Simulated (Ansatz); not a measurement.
**Geometry relaxation, with input and output: C$_{3}$H$_{8}$AlF (part 2 of 2)**

The same run, continued: C$_{3}$H$_{8}$AlF; RKS revPBE-D4/cc-pVDZ (Ansatz 0.2.0). It belongs to a series of runs on one base structure; here: end point A relaxed.

Geometry of the input (Å):
```
C  -1.9268  0.1868  -0.9507
Al -0.3947  -0.9484  -0.7104
C  0.8125  -0.6238  0.8193
C  1.5204  0.7856  0.7976
F  2.2508  0.9218  -0.3332
H  -2.6331  0.1766  -0.0733
H  -1.6104  1.2828  -1.0861
H  -2.4969  -0.0728  -1.8710
H  -0.0934  -2.1119  -1.6979
H  1.6590  -1.3814  0.8297
H  0.2551  -0.7559  1.7919
H  2.0848  0.9382  1.7264
H  0.5930  1.5676  0.7724
```

Trajectory as extended XYZ, continued:
```
13
Properties=species:S:1:pos:R:3:forces:R:3 step=8 energy=-12552.89187
C    -1.8146    0.2652   -0.9765    0.0055  -0.0954   0.0322
Al   -0.1070   -0.7424   -0.7563   -0.3035  -0.1903  -0.0968
C     0.7365   -0.7043    1.1139    0.2681   0.1365   0.0701
C     1.3376    0.6376    0.8205    0.2790  -0.0691   0.6171
F     1.2374    0.7623   -0.7301    0.1751   0.2759  -0.1542
H    -2.4946    0.1560   -0.1014    0.0367  -0.0087  -0.0254
H    -1.5916    1.3517   -1.0718   -0.0134   0.0060  -0.0060
H    -2.3893   -0.0326   -1.8789    0.0010   0.0099  -0.0006
H     0.3929   -1.8632   -1.8091    0.0098   0.0619   0.0522
H     1.5060   -1.4914    1.2629   -0.0934   0.0826  -0.0061
H     0.0327   -0.6880    1.9716    0.0134   0.0547  -0.1473
H     2.4360    0.8126    0.9841   -0.5226  -0.1452  -0.1716
H     0.7382    1.5016    1.1856    0.1444  -0.1188  -0.1635
13
Properties=species:S:1:pos:R:3:forces:R:3 step=10 energy=-12552.95514
C    -1.8941    0.1850   -0.9962    0.0316   0.1088  -0.0134
Al   -0.0837   -0.6211   -0.7980   -0.0192  -0.0039   0.0600
C     0.6827   -0.6271    1.1343    0.1730   0.1448   0.0795
C     1.4665    0.6010    0.8694   -0.0552  -0.0078   0.2465
F     1.2524    0.9023   -0.7159   -0.1133  -0.0416   0.0319
H    -2.5499   -0.0231   -0.1198    0.0737   0.0025  -0.0258
H    -1.7996    1.2959   -1.0665   -0.0443  -0.1019   0.0107
H    -2.4417   -0.1544   -1.9019    0.0448   0.0076   0.0078
H     0.5279   -1.6962   -1.8330    0.0039   0.0224   0.0205
H     1.3074   -1.5173    1.3553   -0.0617   0.1100  -0.0797
H    -0.1088   -0.4934    1.9011    0.0735   0.0270  -0.1473
H     2.5743    0.5597    0.8872   -0.1537  -0.0699  -0.0533
H     1.0870    1.5540    1.2986    0.0469  -0.1981  -0.1374
13
Properties=species:S:1:pos:R:3:forces:R:3 step=13 energy=-12553.02289
C    -1.9210    0.1407   -1.0152   -0.1517  -0.0242   0.2202
Al   -0.0347   -0.4434   -0.7927   -0.0114   0.2120  -0.3310
C     0.6418   -0.5298    1.2090    0.3416   0.0934   0.4780
C     1.5640    0.5322    0.9357    0.4988  -0.5358   0.3601
F     1.0971    1.0874   -0.7453   -0.0311   0.0716  -0.3449
H    -2.5702   -0.2745   -0.2001    0.1232   0.0876  -0.2138
H    -2.0199    1.2544   -0.9642    0.0495  -0.2348  -0.0382
H    -2.3508   -0.2045   -1.9829    0.0036   0.0730   0.0799
H     0.6741   -1.5761   -1.7038   -0.0343   0.0261   0.0614
H     1.0894   -1.5348    1.3674   -0.1489   0.2073  -0.1564
H    -0.2110   -0.2856    1.8708    0.0975  -0.0349  -0.0406
H     2.6201    0.2572    0.6551   -0.7127   0.2918   0.1975
H     1.4414    1.5419    1.3809   -0.0240  -0.2331  -0.2720
13
Properties=species:S:1:pos:R:3:forces:R:3 step=15 energy=-12553.31942
C    -1.9351    0.0852   -1.0041   -0.7120   0.0963   0.9002
Al    0.0532   -0.1633   -0.8483   -0.1684  -0.0362  -0.8667
C     0.6063   -0.4195    1.3298    0.2107  -1.3762   1.1581
C     1.6658    0.4042    1.0687    2.0251  -0.2366  -0.3686
F     0.9889    1.3237   -0.9795   -0.0878   0.2440  -0.4672
H    -2.5510   -0.5702   -0.2761    0.6796   0.6764  -0.7399
H    -2.2514    1.1776   -0.8120    0.3113  -1.1351  -0.3148
H    -2.2513   -0.2329   -2.0372    0.0859   0.2718   0.3572
H     0.8177   -1.4441   -1.5366   -0.1467   0.2336   0.2103
H     0.7914   -1.5621    1.2905   -0.4820   1.4976  -0.2171
H    -0.2792   -0.0639    1.9078    0.3392  -0.1325  -0.2315
H     2.6240   -0.0692    0.5348   -1.8029   1.0791   1.1406
H     1.7410    1.4997    1.3769   -0.2522  -1.1822  -0.5606
13
Properties=species:S:1:pos:R:3:forces:R:3 step=17 energy=-12553.84728
C    -1.8683    0.0596   -0.9620   -0.6828   0.1442   0.4459
Al    0.0979   -0.0660   -0.9937    0.6128   0.5377  -0.4237
C     0.5780   -0.4173    1.4747   -0.0148  -1.0440  -0.0041
C     1.6512    0.3305    1.1101    0.6452   0.2986  -0.2410
F     1.0135    1.4331   -1.2558   -0.4740  -0.5414   0.0077
H    -2.3815   -0.6730   -0.2661    0.3401   0.4027  -0.3811
H    -2.2513    1.0935   -0.7115    0.2300  -0.5479  -0.1015
H    -2.2360   -0.1824   -1.9923    0.0745   0.0461   0.1786
H     0.8576   -1.3748   -1.5734   -0.0271   0.0892   0.1557
H     0.5957   -1.5473    1.2968   -0.1405   1.1790   0.2010
H    -0.2907    0.0068    2.0207    0.2433  -0.1128  -0.1694
H     2.5273   -0.1344    0.5700   -0.6533   0.3297   0.4623
H     1.7270    1.4368    1.2971   -0.1534  -0.7812  -0.1304
13
Properties=species:S:1:pos:R:3:forces:R:3 step=19 energy=-12553.81811 accepted=F
C    -1.7492    0.0345   -0.8668    0.0355   0.0215  -0.1283
Al    0.2299   -0.0038   -1.1391   -0.3315   0.0909   0.1715
C     0.3871   -0.3871    1.4091    1.6968   0.2748   1.0123
C     1.5749    0.2534    1.0955   -1.4799  -0.0736  -0.4341
F     0.9584    1.5343   -1.4794    0.0000  -0.0610  -0.0082
H    -2.1459   -0.7917   -0.2382    0.0659   0.0060   0.0029
H    -2.1263    0.9987   -0.4548    0.1531  -0.1014  -0.0031
H    -2.2197   -0.0851   -1.8689   -0.0546  -0.0043  -0.0379
H     1.0740   -1.2917   -1.6078   -0.0225   0.0478  -0.0001
H     0.3373   -1.4919    1.3622   -0.1291   0.1295  -0.2179
H    -0.3281    0.1010    2.1039   -0.1948   0.0615  -0.7190
H     2.3919   -0.2659    0.5761    0.0992  -0.1187   0.0256
H     1.6361    1.3603    1.1227    0.1618  -0.2730   0.3363
13
Properties=species:S:1:pos:R:3:forces:R:3 step=22 energy=-12554.00714
C    -1.7635    0.0193   -0.8619   -0.0839   0.0363  -0.0544
Al    0.1969   -0.0040   -1.1492   -0.0231   0.0226   0.0648
C     0.4464   -0.3820    1.4462    0.0865   0.0732  -0.0269
C     1.5937    0.2551    1.0964   -0.1564  -0.0161  -0.0217
F     0.9275    1.5294   -1.4953   -0.0051  -0.0187   0.0069
H    -2.1312   -0.8274   -0.2395    0.0254   0.0505  -0.0671
H    -2.1058    0.9709   -0.3948    0.0544  -0.0960  -0.0256
H    -2.2733   -0.0554   -1.8527    0.0249  -0.0132   0.1059
H     1.0447   -1.2840   -1.6226   -0.0001   0.0065  -0.0064
H     0.3567   -1.4787    1.3578   -0.0323   0.0556   0.0191
H    -0.4220    0.1638    1.8586    0.1510  -0.0770  -0.0610
H     2.4627   -0.2908    0.6909   -0.0708   0.0099   0.0610
H     1.6872    1.3490    1.1808    0.0295  -0.0338   0.0052
13
Properties=species:S:1:pos:R:3:forces:R:3 step=24 energy=-12554.01467
C    -1.7688   -0.0185   -0.8693   -0.0351   0.0154   0.0541
Al    0.1951    0.0126   -1.1353   -0.0266   0.0005  -0.0167
C     0.4331   -0.3278    1.4418    0.0472  -0.0091  -0.0417
C     1.6165    0.2309    1.0880    0.0165  -0.0313  -0.0144
F     0.8908    1.5691   -1.4447    0.0031   0.0101  -0.0019
H    -2.1165   -0.9222   -0.3209    0.0111   0.0461  -0.0274
H    -2.1194    0.8820   -0.3162    0.0103  -0.0787  -0.0514
H    -2.2841   -0.0210   -1.8574    0.0355   0.0084   0.0398
H     1.0659   -1.2378   -1.6455    0.0072   0.0061   0.0064
H     0.2741   -1.4176    1.3893    0.0016   0.0152   0.0243
H    -0.4002    0.2802    1.8224   -0.0248   0.0169   0.0107
H     2.4580   -0.3839    0.7265   -0.0556   0.0375   0.0143
H     1.7757    1.3192    1.1360    0.0095  -0.0373   0.0039
13
Properties=species:S:1:pos:R:3:forces:R:3 step=26 energy=-12554.01904
C    -1.7658   -0.0671   -0.8709   -0.0333  -0.0309   0.1423
Al    0.1976    0.0566   -1.1224   -0.0067   0.0380  -0.0718
C     0.4116   -0.2624    1.4532    0.0537  -0.0019  -0.0258
C     1.6412    0.1770    1.0778   -0.0048  -0.0669  -0.0183
F     0.8243    1.6504   -1.4011   -0.0159  -0.0421   0.0315
H    -2.0824   -1.0200   -0.3875    0.0274   0.0953  -0.0444
H    -2.1610    0.7795   -0.2648    0.0176  -0.0814  -0.0706
H    -2.2670   -0.0261   -1.8638    0.0127   0.0106  -0.0009
H     1.1088   -1.1415   -1.6910   -0.0015   0.0203   0.0311
H     0.1567   -1.3390    1.4566    0.0433   0.1458   0.0037
H    -0.3668    0.4347    1.8056    0.0494  -0.0459  -0.0240
H     2.4251   -0.5278    0.7449   -0.0962   0.0955   0.0494
H     1.8982    1.2509    1.0780   -0.0457  -0.1364  -0.0021
13
Properties=species:S:1:pos:R:3:forces:R:3 step=29 energy=-12554.02988
C    -1.7588   -0.1552   -0.8736   -0.0165   0.0058  -0.0208
Al    0.1895    0.1438   -1.1089    0.0729   0.2027   0.0501
C     0.3891   -0.1435    1.4650    0.1444   0.0163  -0.0664
C     1.6719    0.0540    1.0427   -0.1757  -0.0418   0.0554
F     0.6934    1.8080   -1.2179   -0.0737  -0.1976  -0.0181
H    -2.0030   -1.1552   -0.4540    0.0118   0.0285  -0.0139
H    -2.2377    0.6201   -0.2369    0.0433  -0.0418  -0.0268
H    -2.2424   -0.0978   -1.8757   -0.0004  -0.0112   0.0244
H     1.1945   -0.9280   -1.7715   -0.0376   0.0444   0.0147
H    -0.0260   -1.1643    1.5939    0.0954   0.2545  -0.0064
H    -0.2752    0.7058    1.7276    0.1928  -0.2133  -0.0797
H     2.3414   -0.7971    0.8078   -0.1595   0.1850   0.0606
H     2.0837    1.0747    0.9162   -0.0972  -0.2314   0.0267
13
Properties=species:S:1:pos:R:3:forces:R:3 step=31 energy=-12554.04786
C    -1.7425   -0.2175   -0.8852   -0.0248  -0.0327   0.0573
Al    0.1834    0.2176   -1.0913    0.0108   0.1446   0.0520
C     0.3800   -0.0577    1.4613    0.1461  -0.0432   0.0291
C     1.6675   -0.0400    1.0134   -0.1428  -0.0430   0.0669
F     0.5805    1.9102   -1.1232   -0.0392  -0.1529  -0.0105
H    -1.9208   -1.2516   -0.5123    0.0236   0.0850  -0.0321
H    -2.2591    0.4945   -0.2043    0.0285  -0.0578  -0.0539
H    -2.2373   -0.1416   -1.8795    0.0006   0.0025   0.0088
H     1.2562   -0.7587   -1.7839   -0.0001   0.0101  -0.0282
H    -0.1425   -1.0075    1.6894    0.0987   0.1941  -0.0735
H    -0.1695    0.8787    1.6671    0.0685  -0.1067  -0.0477
H     2.2325   -0.9748    0.8456   -0.0829   0.1381   0.0180
H     2.1920    0.9135    0.8176   -0.0872  -0.1382   0.0139
13
Properties=species:S:1:pos:R:3:forces:R:3 step=33 energy=-12554.05691
C    -1.7311   -0.2668   -0.8935   -0.0030  -0.0147   0.0333
Al    0.1718    0.2670   -1.0750    0.0173   0.0600   0.0297
C     0.3869    0.0163    1.4699    0.1672  -0.0139  -0.0281
C     1.6597   -0.1072    0.9970   -0.1851   0.0171   0.1156
F     0.4940    1.9722   -1.0528   -0.0138  -0.0935  -0.0104
H    -1.8568   -1.3227   -0.5669    0.0176   0.0448  -0.0181
H    -2.2851    0.3861   -0.1850    0.0229  -0.0291  -0.0359
H    -2.2266   -0.1724   -1.8855   -0.0063   0.0002   0.0026
H     1.2922   -0.6376   -1.7989   -0.0302   0.0275  -0.0047
H    -0.2209   -0.8662    1.7367    0.0688   0.0913  -0.0453
H    -0.0655    1.0086    1.6430    0.0487  -0.0840  -0.0330
H     2.1306   -1.0950    0.8592   -0.0409   0.0824  -0.0096
H     2.2710    0.7830    0.7664   -0.0631  -0.0881   0.0040
13
Properties=species:S:1:pos:R:3:forces:R:3 step=36 energy=-12554.06083
C    -1.7171   -0.2981   -0.8962   -0.0106   0.0025   0.0058
Al    0.1658    0.2977   -1.0661   -0.0093  -0.0346   0.0061
C     0.3920    0.0665    1.4768    0.0243  -0.0024  -0.0074
C     1.6447   -0.1464    0.9940   -0.0201   0.0160   0.0275
F     0.4534    2.0030   -1.0093    0.0029   0.0296  -0.0056
H    -1.7999   -1.3680   -0.6059    0.0048   0.0215  -0.0053
H    -2.2939    0.3085   -0.1665    0.0120  -0.0146  -0.0146
H    -2.2193   -0.1896   -1.8835   -0.0044  -0.0052   0.0040
H     1.2978   -0.5614   -1.8224   -0.0010   0.0044   0.0057
H    -0.2680   -0.7692    1.7591    0.0238   0.0284  -0.0103
H     0.0054    1.0880    1.6294    0.0243  -0.0462  -0.0084
H     2.0503   -1.1625    0.8635   -0.0207   0.0404  -0.0023
H     2.3090    0.6967    0.7419   -0.0259  -0.0399   0.0049
13
Properties=species:S:1:pos:R:3:forces:R:3 step=38 energy=-12554.06125
C    -1.7178   -0.3029   -0.9005   -0.0005   0.0031  -0.0053
Al    0.1616    0.3039   -1.0634   -0.0012  -0.0008   0.0021
C     0.3970    0.0750    1.4809   -0.0078  -0.0015   0.0070
C     1.6436   -0.1532    0.9936    0.0044   0.0050  -0.0030
F     0.4412    2.0115   -1.0086    0.0001   0.0050  -0.0011
H    -1.7910   -1.3728   -0.6101   -0.0010  -0.0026   0.0019
H    -2.3011    0.2979   -0.1723    0.0014   0.0002   0.0022
H    -2.2195   -0.1999   -1.8885    0.0018  -0.0018   0.0017
H     1.3015   -0.5492   -1.8137    0.0011   0.0004  -0.0011
H    -0.2732   -0.7517    1.7609   -0.0027  -0.0033   0.0019
H     0.0271    1.0999    1.6407    0.0003   0.0007  -0.0043
H     2.0326   -1.1730    0.8537    0.0001  -0.0028   0.0000
H     2.3184    0.6798    0.7421    0.0040  -0.0016  -0.0019
```

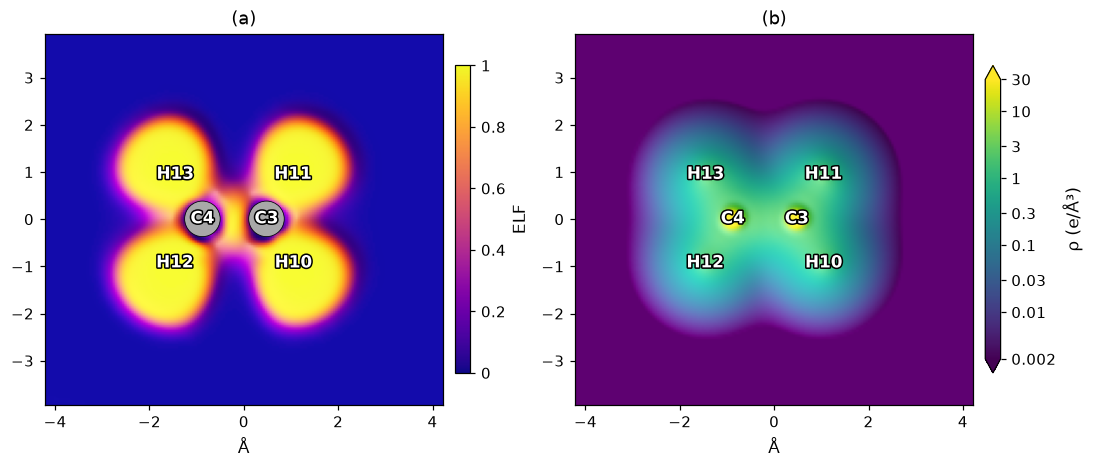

Figure 1. (a) electron localisation function; (b) electron density on the plane of atoms C4, C3 and H10. Grey discs, where drawn, cover atomic cores. The section cuts through C and H sites. C–H (1.10 Å): ρ at the midpoint is about 1.9 e/Å³; the ELF climbs to about 1 towards the hydrogen, as it does in any bond to H (a covalent bond by its length).

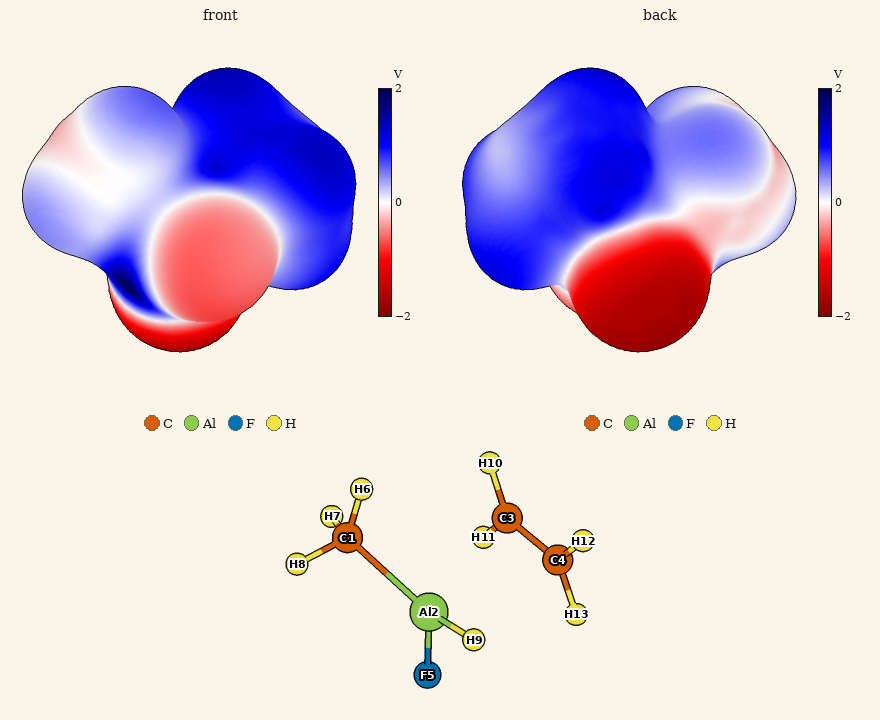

Figure 2. The molecular electrostatic potential painted on the density surface at 0.002 e/bohr³, seen at a tilt and from behind; red is negative and blue positive. The bare structure is drawn below in the same view.
